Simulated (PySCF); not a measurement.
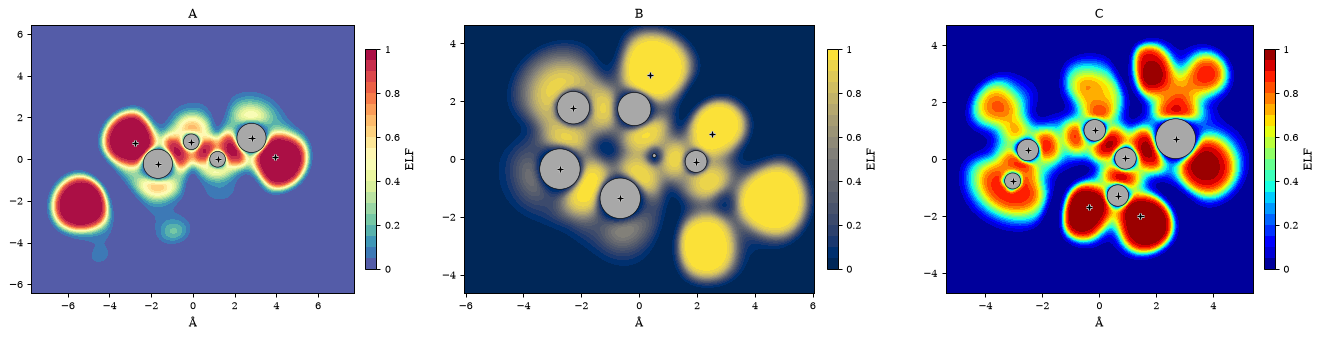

The electron localisation function of 3 systems, each on a plane through atoms (crosses mark nuclei in the plane; grey discs cover the cores).

These are results of PySCF 2.14.0, PBE0/pcSseg-1, SCF density, gas phase, non-relativistic, not measurements.

System 1: C2H11FSSi4, the plane of atoms Si5, Si6 and S7. Geometry: GFN2-xTB.

```yaml
atoms:
  - { symbol: F, position_ang: [-1.4368, 1.4848, 0.9015] }
  - { symbol: C, position_ang: [-1.4863, 0.1083, 0.6687] }
  - { symbol: Si, position_ang: [-2.8851, -0.2224, -0.6078] }
  - { symbol: C, position_ang: [-0.0919, -0.3790, 0.2993] }
  - { symbol: Si, position_ang: [0.6927, 0.4858, -1.2284] }
  - { symbol: Si, position_ang: [2.9573, 0.1166, -0.9034] }
  - { symbol: S, position_ang: [3.0634, -0.6406, 1.1289] }
  - { symbol: Si, position_ang: [1.0683, -0.2369, 1.8143] }
  - { symbol: H, position_ang: [-1.7751, -0.3190, 1.6400] }
  - { symbol: H, position_ang: [-2.9122, -1.6685, -0.8348] }
  - { symbol: H, position_ang: [-4.1365, 0.2361, -0.0087] }
  - { symbol: H, position_ang: [-2.5863, 0.5127, -1.8330] }
  - { symbol: H, position_ang: [-0.1882, -1.4436, 0.0603] }
  - { symbol: H, position_ang: [0.3189, 1.9019, -1.2221] }
  - { symbol: H, position_ang: [0.1492, -0.1248, -2.4510] }
  - { symbol: H, position_ang: [3.8333, 1.2863, -0.9261] }
  - { symbol: H, position_ang: [3.6005, -0.9289, -1.6940] }
  - { symbol: H, position_ang: [0.7764, -1.2646, 2.8070] }
  - { symbol: H, position_ang: [1.0284, 1.1052, 2.3817] }
```

System 2: C5H10N2O2Si, the plane of atoms C2, C1 and H12. Geometry: GFN2-xTB.

```xyz
20

C    -0.6492   -1.6615    1.0070
C    -0.8615   -0.4732    0.4481
Si   -2.4931    0.4805    0.6408
N    -2.5748    1.5386   -0.7106
C     0.2223    0.2410   -0.2261
O     0.3701    1.4459   -0.1069
C     1.1893   -0.5688   -1.0628
C     2.5037   -0.6658   -0.2801
N     3.0812    0.5368   -0.0850
O     2.9670   -1.7162    0.0963
H    -1.4307   -2.1633    1.5533
H     0.3089   -2.1598    0.9849
H    -3.6036   -0.4593    0.4893
H    -2.4988    1.0856    1.9829
H    -3.4080    2.0883   -0.8452
H    -1.7595    2.0999   -0.9076
H     1.3911   -0.0337   -1.9914
H     0.8160   -1.5673   -1.2756
H     2.5323    1.3727   -0.2242
H     3.8922    0.5902    0.5097
```

System 3: C2H13FOSi4 (SMILES F[C@H]([SiH3])C[SiH2][SiH2]O[SiH3]), the plane of atoms C4, Si5 and H15. Geometry: GFN2-xTB.

```tsv
atom	x (Å)	y (Å)	z (Å)
F	-1.4333	0.2078	-1.5858
C	-2.1859	-0.2230	-0.4842
Si	-3.9922	0.3861	-0.7336
C	-1.5293	0.2834	0.7880
Si	0.2793	-0.3165	0.9882
Si	1.6007	0.2911	-0.8004
O	3.1397	0.2126	-0.2656
Si	4.5435	-0.3677	0.2731
H	-2.1228	-1.3176	-0.5202
H	-4.8004	-0.2476	0.3091
H	-4.4371	-0.0103	-2.0668
H	-4.0003	1.8408	-0.5894
H	-2.1332	-0.0600	1.6273
H	-1.5696	1.3737	0.7953
H	0.6927	0.2102	2.3036
H	0.1650	-1.7762	1.1972
H	1.4922	1.6792	-1.2610
H	1.5400	-0.6060	-1.9602
H	5.1336	-1.1798	-0.7896
H	5.3469	0.8124	0.5779
H	4.2614	-1.1757	1.4607
```

**Which map belongs to which system?**

Panel A is system 3, C2H13FOSi4: the plane holds C, Si and H. C–C (1.52 Å): the ELF peaks at about 0.95 between the atoms (localised, covalent bonding). Panel B is system 1, C2H11FSSi4: the plane holds C, Si, S and H. Panel C is system 2, C5H10N2O2Si: the plane holds C, Si, O and H. C–O (1.21 Å): the ELF peaks at about 0.85 between the atoms; a multiple bond.
